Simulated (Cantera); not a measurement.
Input: 1 mol SiC, 0.0028 mol H2O, 380 mol N2, 0.05 mol O2, at 180 Torr.

Cantera equilibrium calculation (NASA polynomials, part measured and part estimated; ideal gas, pure solids and liquids). Candidate condensed phases: C, C6H6, C7H8, C8H18, H2O, Si, SiC, SiO2, Si2N2O, Si3N4; 151 gas species. N2 is the only nitrogen source here; it is nearly inert below about 1500 K, so the nitride shown seldom forms there in practice. Mutual solubility and eutectic melting of coexisting phases are not modelled. Rates play no part.

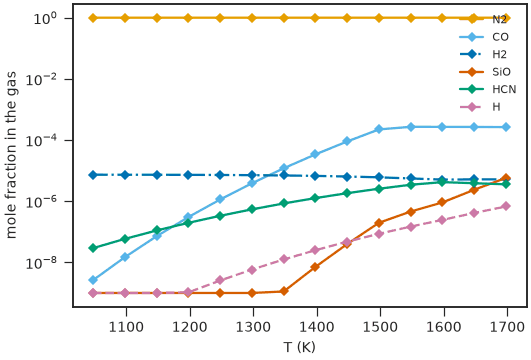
*Equilibrium gas composition (values under 1e-9 drawn at 1e-9)*

Task: Read off the mole fractions at 1698 K.

Result: N2 about 1.00, CO about 0.00026, SiO about 5.8e-6, H2 about 5.2e-6, HCN about 3.6e-6, H about 6.7e-7.
